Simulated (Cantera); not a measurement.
Input: 1 mol SiH₂Cl₂, a varied amount of N₂, at 1425 K and 1.33 mbar.

Equilibrium computed with Cantera from the NASA thermochemical tables; the gas is ideal and each condensed phase is pure. Candidate condensed phases: NH₄Cl, Si, Si₃N₄; 28 gas species. N₂ is the only nitrogen source here; it is nearly inert below about 1500 K, so the nitride shown seldom forms there in practice. The tables' values for SiCl₃ are old estimates; treat these amounts as uncertain. Kinetics and transport are ignored.

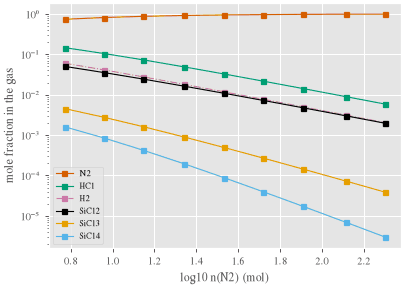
Fig. 1. Equilibrium gas composition (values under 1e-9 drawn at 1e-9)

From 5.9 mol N₂ to 200 mol N₂ the condensed part is Si₃N₄(s). The main Si-bearing gas is SiCl₂ throughout.
